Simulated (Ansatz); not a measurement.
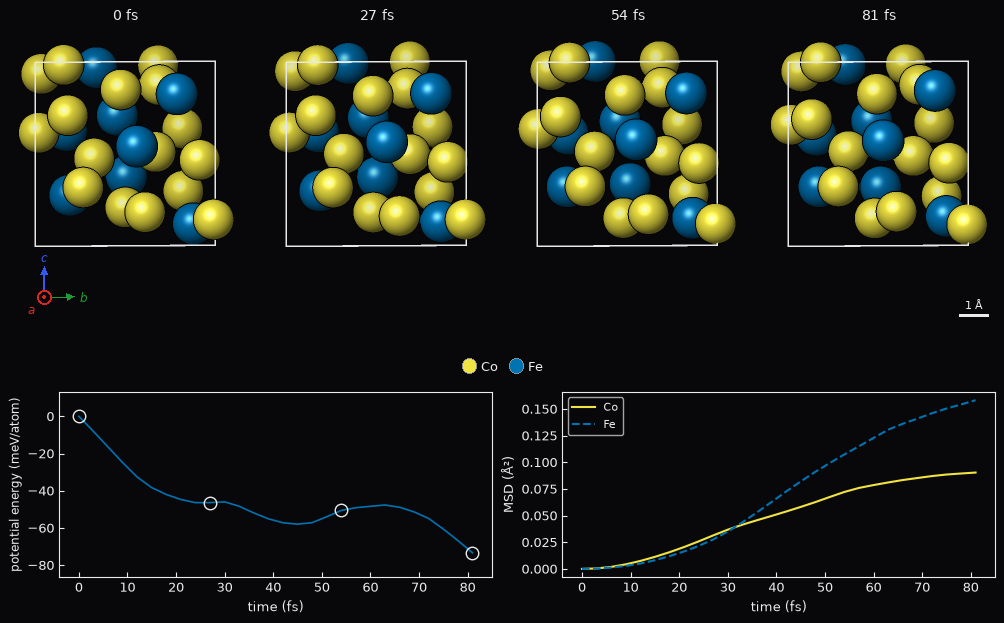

Molecular dynamics of an amorphous cell of composition FeCo₂ (24 atoms in the cell), 81 fs long. It starts from the last geometry of an earlier run, with fresh velocities. Frames and the history of the run. The picture is a spheres-only view of the simulation cell, seen along the a axis.

These are results of DFT PBE, scalar-relativistic, plane waves, PAW in Ansatz, not measurements. Set-up: plane-wave cutoff 420 eV; k-point mesh 1 × 1 × 1; Fermi-Dirac smearing 0.0888 eV; set temperature 1030 K; time step 3 fs.

What do the frames and curves show?

Answer. The mean temperature in the second half is 923 K (standard deviation 153 K). The potential energy in the second half lies on average 55.6 meV per atom below the first frame. The first frame is far from relaxed (forces up to 5.0 eV/Å), so much of the motion is the structure settling. The mean pressure there is −0.5 GPa. Root-mean-square distances from the starting positions over the second half, with the common drift of all atoms taken out: Fe 0.35 Å, Co 0.28 Å. The run lasts only 81 fs, too short to tell vibration from diffusion.

Limits of the set-up: the k-point mesh is coarse for a cell with partly filled bands; the periodic images lie only 6.3 Å apart, so the values are limited by the cell's size.
